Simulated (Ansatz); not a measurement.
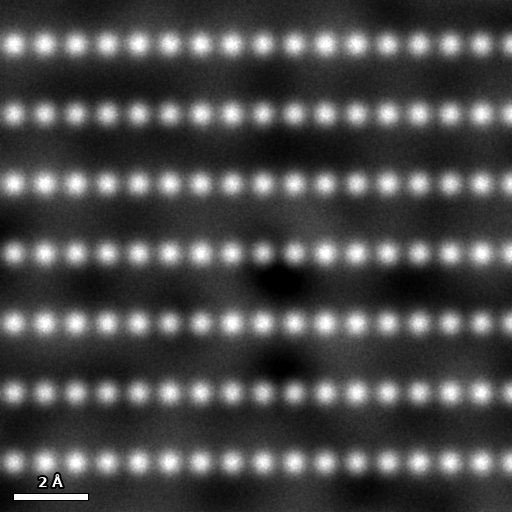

Z-contrast image of Ir (Fm-3m, No. 225) along [210]. Simulated incoherent Z contrast: every atom adds Z^1.7 spread by a probe of 0.50 Å full width; channelling and multiple scattering are left out. The probe carries 25 % of its weight in a tail 2.5 times as wide. Shot noise and the speckle of an amorphous layer were added. Atomic positions: the geometry given to an electronic-structure calculation, possibly off equilibrium.

**Interpret the image.**

The columns repeat on a rectangular net of 0.85 × 1.91 Å (plane group p2mm). All columns are alike (Ir). The shortest distance between visible columns is 0.85 Å in projection. Along the beam the structure repeats every 8.52 Å.
